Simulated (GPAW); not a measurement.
Consider ZnNi3C (Pm-3m).

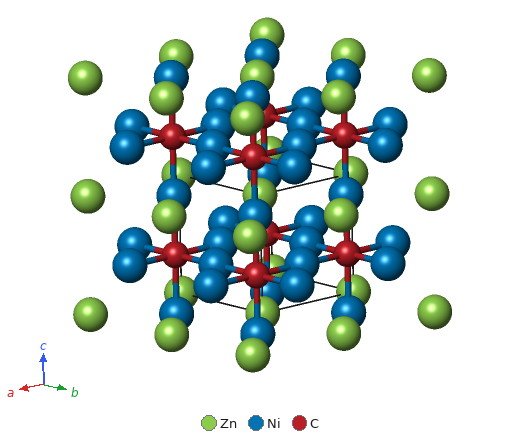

The structure (zinc green, nickel blue, carbon red). 2×2×2 cells are drawn. Some periodic images of atoms are drawn too.

```cif
data_structure
_symmetry_space_group_name_H-M 'P 1'
_symmetry_Int_Tables_number 1
_cell_length_a 3.7663
_cell_length_b 3.7663
_cell_length_c 3.7663
_cell_angle_alpha 90.000
_cell_angle_beta 90.000
_cell_angle_gamma 90.000
_cell_volume 53.42
loop_
_atom_site_label
_atom_site_type_symbol
_atom_site_fract_x
_atom_site_fract_y
_atom_site_fract_z
_atom_site_occupancy
Zn1 Zn 0.00000 0.00000 0.00000 1
Ni2 Ni 0.50000 0.00000 0.50000 1
Ni3 Ni 0.50000 0.50000 0.00000 1
Ni4 Ni 0.00000 0.50000 0.50000 1
C5 C 0.50000 0.50000 0.50000 1
```

Absorber: atom 1, with 12 Ni at 2.66 Å (cuboctahedral, site symmetry m-3m). Method: GPAW, LDA, excited-electron core hole (neutral cell), 20-atom cell with 6.5 Å between holes, 5×5×5 k points, dipole transitions, Gaussian full width 1.67 eV up to 4 eV, rising linearly to 3.5 eV at 25 eV.

Q: What does the Zn K edge look like?

Main maxima up to 30 eV above the zero (height): 3.8 eV (2.04) and 15.4 eV (1.73). A K edge sees empty p states on the absorber. The total-energy difference is 9640.67 eV. The tabulated edge of the element is 9659 eV. The functional leaves an error in such absolute values: in the free atom LDA prices this hole 19.1 eV below PBE (computed apart), and PBE is itself good to a few eV.

The Zn K spectrum (energy from the lowest empty level; intensity scaled to a mean of 1 over the first 20 eV):

| E (eV) | intensity |
| --- | --- |
| -2.0 | 0.00 |
| -0.5 | 0.07 |
| 1.0 | 0.23 |
| 2.5 | 0.95 |
| 4.0 | 1.99 |
| 5.5 | 0.81 |
| 7.0 | 0.39 |
| 8.5 | 0.41 |
| 10.0 | 0.55 |
| 11.5 | 0.79 |
| 13.0 | 1.29 |
| 14.5 | 1.69 |
| 16.0 | 1.70 |
| 17.5 | 1.36 |
| 19.0 | 0.96 |
| 20.5 | 0.76 |
| 22.0 | 0.57 |
| 23.5 | 0.51 |
| 25.0 | 0.49 |
| 26.5 | 0.46 |
| 28.0 | 0.46 |
| 29.5 | 0.50 |
| 31.0 | 0.54 |

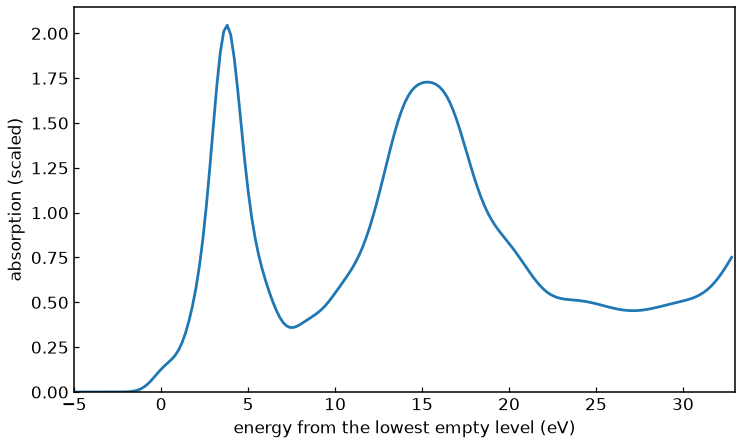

The Zn K edge.

The hole lies in one spin channel, while the script sums the empty states of both and takes the lower zero; where the two channels are split, this blurs and shifts the curve. The script folds with a Gaussian, whereas the core hole's own line is a Lorentzian, so the onset is too steep and the first peak too high. The starting moments shrank to 0.00 μB or less, so this is hardly a magnetic state. Lifetime broadening is put in by hand, and intensities beyond about 20 eV depend on it and on the partial waves; weight that the partial waves miss at high energy is lost. The structure is a computed Materials Project entry and may be a hypothetical form.

[Banner, clock and machine lines of the logs are left out without a mark of their own.]

[Logs are printed without paths, hosts, clocks, repeated set-up lines and the standing remarks that a program may print on its own settings, such as how far it seeks lower states.]

[Hosts, paths, dates, database ids (printed as entryN), source tags and the programs' standing remarks are cut or masked in the printed files.]

[Lists of maxima count a maximum above −3 eV only where it reaches 4 % of the highest in the window and stands out from its surroundings by 2 % of it (1.5 % where it reaches 55 %); shoulders and weaker maxima are passed over, and of the rest the first, up to two pre-edge ones and the few strongest are named.]
